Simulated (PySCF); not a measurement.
**One shape, several levels: GaNH4O (SMILES [NH2][GaH][OH])**

We compute a comparison of 6 runs (HF/STO-3G, HF/3-21G, HF/def2-SVP, HF/def2-TZVP, B3LYP/6-31G*, PBE0/6-31G**) of GaNH4O. The job is set up through a Python script.

The results are computed with PySCF 2.14.0.

## 1. Starting point

The species is GaNH4O (7 atoms), meant as a singlet with charge 0. SMILES: `[NH2][GaH][OH]`. The shape is that of a PBE0-D4/def2-TZVP optimisation. This is one conformer, not always the lowest.

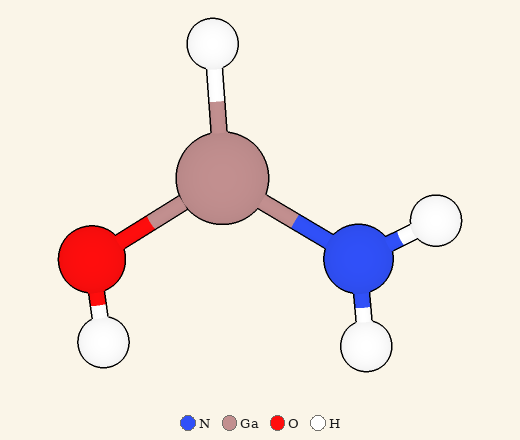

Viewed from a chosen angle; nitrogen blue, gallium pink, oxygen red, hydrogen white.

## 2. Energy and forces at HF/STO-3G (run 1)

Input file calc.py:

```python
from pyscf import gto, scf

mol = gto.Mole()
mol.atom = [
    ('N', (-1.169100, 0.089600, -0.272700)),
    ('Ga', (0.386800, -0.009600, 0.652700)),
    ('O', (1.898500, -0.208700, -0.282300)),
    ('H', (-1.247100, 0.041200, -1.273700)),
    ('H', (-2.065600, 0.201700, 0.168100)),
    ('H', (0.481300, 0.067600, 2.194500)),
    ('H', (1.776500, -0.249900, -1.232400)),
]
mol.max_memory = 1860
mol.basis = 'sto-3g'
mol.verbose = 4
mol.build()

mf = scf.RHF(mol)
mf.conv_tol = 1e-10
mf.kernel()
if not mf.converged:
    mf = mf.newton().run(mf.mo_coeff, mf.mo_occ)

e_tot = mf.e_tot
print('E(%s) = %.9f' % ('HF', e_tot))
grad = mf.nuc_grad_method().kernel()
dip = mf.dip_moment()
pop, q = mf.mulliken_pop()
```

Launch:

```
$ OMP_NUM_THREADS=1 python calc.py
```

Log:

```text
PySCF version 2.14.0

[... 67 lines left out ...]
converged SCF energy = -2030.81319701332
[... 14 lines left out ...]
Dipole moment(X, Y, Z, Debye): -1.59280,  0.09827, -1.01999
[... 1 line left out ...]
pop of  0 N 1s            1.99506
pop of  0 N 2s            1.50938
pop of  0 N 2px           1.17712
pop of  0 N 2py           1.80603
pop of  0 N 2pz           1.08841
pop of  1 Ga 1s           1.99999
pop of  1 Ga 2s           1.99925
pop of  1 Ga 3s           1.99859
pop of  1 Ga 4s           1.03687
pop of  1 Ga 2px          1.99963
pop of  1 Ga 2py          1.99960
pop of  1 Ga 2pz          1.99965
pop of  1 Ga 3px          1.98378
pop of  1 Ga 3py          1.97941
pop of  1 Ga 3pz          1.98475
pop of  1 Ga 4px          0.53340
pop of  1 Ga 4py          0.35995
pop of  1 Ga 4pz          0.74134
pop of  1 Ga 3dxy         1.99519
pop of  1 Ga 3dyz         1.99163
pop of  1 Ga 3dz^2        1.93049
pop of  1 Ga 3dxz         1.91304
pop of  1 Ga 3dx2-y2      1.89124
pop of  2 O 1s            1.99777
pop of  2 O 2s            1.83416
pop of  2 O 2px           1.60562
pop of  2 O 2py           1.85083
pop of  2 O 2pz           1.15277
pop of  3 H 1s            0.85008
pop of  4 H 1s            0.84503
pop of  5 H 1s            1.10872
pop of  6 H 1s            0.84123
 ** Mulliken atomic charges  **
charge of    0N =     -0.57600
charge of    1Ga =      0.66220
charge of    2O =     -0.44115
charge of    3H =      0.14992
charge of    4H =      0.15497
charge of    5H =     -0.10872
charge of    6H =      0.15877
```

It took 5.1 s on 1 thread of Intel Xeon at 2.50GHz (Skylake/Cascade Lake), shared host; peak memory 0.11 GiB.

## 3. Energy and gradient at HF/3-21G (run 2)

Input file input.py:

```python
# [NH2][GaH][OH]
import pyscf.grad
from pyscf import gto, scf

mol = gto.M(
    atom='''
N     -2.209279     0.169319    -0.515328
Ga     0.730946    -0.018141     1.233424
O      3.587645    -0.394386    -0.533470
H     -2.356677     0.077857    -2.406944
H     -3.903418     0.381158     0.317663
H      0.909525     0.127745     4.147004
H      3.357098    -0.472243    -2.328898
''',
    max_memory=1860,
    unit='bohr',
    basis='3-21g',
    verbose=4,
    charge=0,
    spin=0,
)

mf = scf.RHF(mol)
mf.conv_tol = 1e-10
mf.kernel()
if not mf.converged:
    mf = mf.newton().run(mf.mo_coeff, mf.mo_occ)

e_tot = mf.e_tot
print(f'total energy: {e_tot:.8f} hartree')
grad = mf.Gradients().kernel()
mf.analyze()
```

Launch:

```
$ OMP_NUM_THREADS=1 python input.py
```

Log:

```text
PySCF version 2.14.0

[... 61 lines left out ...]
converged SCF energy = -2044.82142284916
[... 18 lines left out ...]
Two-electron Energy =                 1004.572232293038610
[... 6 lines left out ...]
MO #3   energy= -42.2403055699242  occ= 2
[... 4 lines left out ...]
MO #8   energy= -6.35572859287212  occ= 2
[... 4 lines left out ...]
MO #13  energy= -1.1379216766721   occ= 2
[... 4 lines left out ...]
MO #18  energy= -1.06579961238204  occ= 2
[... 4 lines left out ...]
MO #23  energy= -0.4562410619366   occ= 2
[... 4 lines left out ...]
MO #28  energy= 0.169005452766778  occ= 0
[... 4 lines left out ...]
MO #33  energy= 0.355686613749888  occ= 0
[... 4 lines left out ...]
MO #38  energy= 1.28982052330886   occ= 0
[... 4 lines left out ...]
MO #43  energy= 1.642298425596     occ= 0
[... 4 lines left out ...]
MO #48  energy= 3.13551082366578   occ= 0
[... 19 lines left out ...]
pop of  1 Ga 3px          1.99990
pop of  1 Ga 3py          1.99989
pop of  1 Ga 3pz          1.99990
pop of  1 Ga 4px          0.39841
pop of  1 Ga 4py          0.30153
pop of  1 Ga 4pz          0.64628
pop of  1 Ga 5px          0.01626
pop of  1 Ga 5py          0.00111
pop of  1 Ga 5pz          0.00900
pop of  1 Ga 3dxy         1.99905
pop of  1 Ga 3dyz         1.99919
pop of  1 Ga 3dz^2        1.99199
pop of  1 Ga 3dxz         1.98583
pop of  1 Ga 3dx2-y2      1.98791
pop of  2 O 1s            1.99985
pop of  2 O 2s            1.65023
pop of  2 O 3s            0.00302
pop of  2 O 2px           1.77078
pop of  2 O 2py           1.87775
pop of  2 O 2pz           1.36328
pop of  2 O 3px           0.00399
pop of  2 O 3py           0.00306
pop of  2 O 3pz           0.00123
pop of  3 H 1s            0.79555
pop of  3 H 2s            0.00976
pop of  4 H 1s            0.78696
pop of  4 H 2s            0.00996
pop of  5 H 1s            1.12922
pop of  5 H 2s            0.00084
pop of  6 H 1s            0.71828
pop of  6 H 2s            0.00974
 ** Mulliken atomic charges  **
charge of    0N =     -0.67396
charge of    1Ga =      0.80745
charge of    2O =     -0.67318
charge of    3H =      0.19469
charge of    4H =      0.20308
charge of    5H =     -0.13005
charge of    6H =      0.27198
Dipole moment(X, Y, Z, Debye): -2.54835,  0.16620, -1.47033
```

It took 5.4 s on 1 thread of Intel Xeon at 2.50GHz (Skylake/Cascade Lake), shared host; peak memory 0.12 GiB.

## 4. Energy and forces at HF/def2-SVP (run 3)

calc.py: that of step 2 with these lines changed.

```diff
@@ -1 +1,2 @@
+import pyscf.grad
 from pyscf import gto, scf
@@ -12,5 +13,7 @@
 ]
+mol.basis = 'def2-svp'
 mol.max_memory = 1860
-mol.basis = 'sto-3g'
 mol.verbose = 4
+mol.spin = 0
+mol.charge = 0
 mol.build()
@@ -25,4 +28,3 @@
 print('E(%s) = %.9f' % ('HF', e_tot))
-grad = mf.nuc_grad_method().kernel()
-dip = mf.dip_moment()
-pop, q = mf.mulliken_pop()
+grad = mf.Gradients().kernel()
+mf.analyze()
```

Launch:

```
$ OMP_NUM_THREADS=1 python calc.py
```

Log:

```text
PySCF version 2.14.0

[... 84 lines left out ...]
DFT Exchange-Correlation Energy =      -89.937534162069028
[... 9 lines left out ...]
MO #8   energy= -6.38799095288224  occ= 2
[... 7 lines left out ...]
MO #16  energy= -1.1937942902258   occ= 2
[... 7 lines left out ...]
MO #24  energy= -0.462120640668726 occ= 2
[... 7 lines left out ...]
MO #32  energy= 0.27335752482269   occ= 0
[... 7 lines left out ...]
MO #40  energy= 0.748113489387459  occ= 0
[... 7 lines left out ...]
MO #48  energy= 1.18440141913788   occ= 0
[... 7 lines left out ...]
MO #56  energy= 1.83010095333709   occ= 0
[... 7 lines left out ...]
MO #64  energy= 2.39607641790923   occ= 0
[... 7 lines left out ...]
MO #72  energy= 2.95390483528642   occ= 0
[... 7 lines left out ...]
MO #80  energy= 4.15730722908634   occ= 0
[... 51 lines left out ...]
pop of  2 O 2px           1.79194
pop of  2 O 2py           1.88626
pop of  2 O 2pz           1.41511
pop of  2 O 3px           0.00458
pop of  2 O 3py           0.00480
pop of  2 O 3pz           0.00230
pop of  2 O 3dxy          0.00073
pop of  2 O 3dyz          0.00016
pop of  2 O 3dz^2         0.00281
pop of  2 O 3dxz          0.00122
pop of  2 O 3dx2-y2       0.00100
pop of  3 H 1s            0.78381
pop of  3 H 2s            0.00963
pop of  3 H 2px           0.00016
pop of  3 H 2py           0.00157
pop of  3 H 2pz           0.00185
pop of  4 H 1s            0.77739
pop of  4 H 2s            0.00945
pop of  4 H 2px           0.00154
pop of  4 H 2py           0.00160
pop of  4 H 2pz           0.00047
pop of  5 H 1s            1.12357
pop of  5 H 2s            0.00073
pop of  5 H 2px           0.00006
pop of  5 H 2py           0.00004
pop of  5 H 2pz           0.00304
pop of  6 H 1s            0.67614
pop of  6 H 2s            0.01141
pop of  6 H 2px           0.00150
pop of  6 H 2py           0.00179
pop of  6 H 2pz           0.00232
 ** Mulliken atomic charges  **
charge of    0N =     -0.68851
charge of    1Ga =      0.84539
charge of    2O =     -0.74882
charge of    3H =      0.20298
charge of    4H =      0.20956
charge of    5H =     -0.12745
charge of    6H =      0.30685
Dipole moment(X, Y, Z, Debye): -2.31944,  0.16068, -1.16735
```

Run time: 15 s. Hardware: 1 thread of Intel Xeon at 2.50GHz (Skylake/Cascade Lake), shared host; peak memory 0.16 GiB.

Runs 4 to 5 aren't shown in full; the table further down has their settings and results.

## 5. Energy and gradient at PBE0/6-31G(d,p) (spherical functions) (run 6)

Input file calc.py:

```python
from pyscf import gto, dft

mol = gto.Mole()
mol.atom = '''
N   -1.169100   0.089600  -0.272700
Ga   0.386800  -0.009600   0.652700
O    1.898500  -0.208700  -0.282300
H   -1.247100   0.041200  -1.273700
H   -2.065600   0.201700   0.168100
H    0.481300   0.067600   2.194500
H    1.776500  -0.249900  -1.232400
'''
mol.verbose = 4
mol.max_memory = 1860
mol.basis = '6-31g**'
mol.build()

mf = dft.RKS(mol)
mf.xc = 'pbe0'
mf.conv_tol = 1e-10
mf.grids.level = 5
mf.kernel()
if not mf.converged:
    mf = mf.newton().run(mf.mo_coeff, mf.mo_occ)

energy = mf.e_tot
print('Final energy', energy)
grad = mf.nuc_grad_method().kernel()
dip = mf.dip_moment()
pop, q = mf.mulliken_pop()
```

Launch:

```
$ OMP_NUM_THREADS=1 python calc.py
```

Log:

```text
PySCF version 2.14.0

[... 76 lines left out ...]
converged SCF energy = -2056.59416101304
Final energy -2056.5941610130394
[... 14 lines left out ...]
Dipole moment(X, Y, Z, Debye): -2.23348,  0.14626, -1.27566
[... 49 lines left out ...]
pop of  2 O 3s            0.93723
pop of  2 O 2px           0.98021
pop of  2 O 2py           1.05200
pop of  2 O 2pz           0.84505
pop of  2 O 3px           0.67599
pop of  2 O 3py           0.77335
pop of  2 O 3pz           0.47032
pop of  2 O 3dxy          0.00228
pop of  2 O 3dyz          0.00040
pop of  2 O 3dz^2         0.00553
pop of  2 O 3dxz          0.00386
pop of  2 O 3dx2-y2       0.00293
pop of  3 H 1s            0.50993
pop of  3 H 2s            0.18855
pop of  3 H 2px           0.00534
pop of  3 H 2py           0.00858
pop of  3 H 2pz           0.01294
pop of  4 H 1s            0.50889
pop of  4 H 2s            0.18045
pop of  4 H 2px           0.01161
pop of  4 H 2py           0.00864
pop of  4 H 2pz           0.00664
pop of  5 H 1s            0.46797
pop of  5 H 2s            0.49104
pop of  5 H 2px           0.00050
pop of  5 H 2py           0.00043
pop of  5 H 2pz           0.00456
pop of  6 H 1s            0.49424
pop of  6 H 2s            0.14204
pop of  6 H 2px           0.01009
pop of  6 H 2py           0.01072
pop of  6 H 2pz           0.02134
 ** Mulliken atomic charges  **
charge of    0N =     -0.70437
charge of    1Ga =      0.43447
charge of    2O =     -0.64560
charge of    3H =      0.27465
charge of    4H =      0.28377
charge of    5H =      0.03550
charge of    6H =      0.32158
```

Wall time 60 s (1 thread of Intel Xeon at 2.50GHz (Skylake/Cascade Lake), shared host); peak memory 0.78 GiB.

## 6. The series

| run | level | integration grid | energy (Eh) | dipole moment (D) | HOMO energy (eV) | LUMO energy (eV) | wall time |
| --- | --- | --- | --- | --- | --- | --- | --- |
| 1 | HF/STO-3G | – | -2030.813197 | 1.89 | -7.22 | 6.63 | 5.1 s |
| 2 | HF/3-21G | – | -2044.821423 | 2.95 | -10.51 | 2.89 | 5.4 s |
| 3 | HF/def2-SVP | – | -2054.580750 | 2.60 | -10.83 | 2.88 | 15 s |
| 4 | HF/def2-TZVP | – | -2054.994662 | 2.44 | -10.91 | 2.59 | 72 s |
| 5 | B3LYP/6-31G* (spherical functions) | 5 | -2057.028809 | 2.62 | -6.83 | -0.17 | 47 s |
| 6 | PBE0/6-31G** (spherical functions) | 5 | -2056.594161 | 2.58 | -7.14 | 0.07 | 60 s |

## 7. Outcome

| quantity | value |
| --- | --- |
| run 6: total energy | -2056.59416 Eh |
| run 6: dipole moment | 2.58 D |
| run 6: HOMO energy | -7.14 eV |
| run 6: LUMO energy | 0.07 eV |
| run 6: HOMO–LUMO gap | 7.21 eV |
| run 6: largest force on an atom | 0.225 eV/Å |

The dipole moment (its size) runs from 1.89 D (HF/STO-3G) to 2.95 D (HF/3-21G). The HOMO–LUMO gap runs from 6.67 eV (B3LYP/6-31G*) to 13.85 eV (HF/STO-3G). The two ends differ in method and basis. Totals of different functionals can't be ranked against each other. In run 1 the basis is minimal, so the values are rough. All runs together took 3.4 min, the longest 72 s.
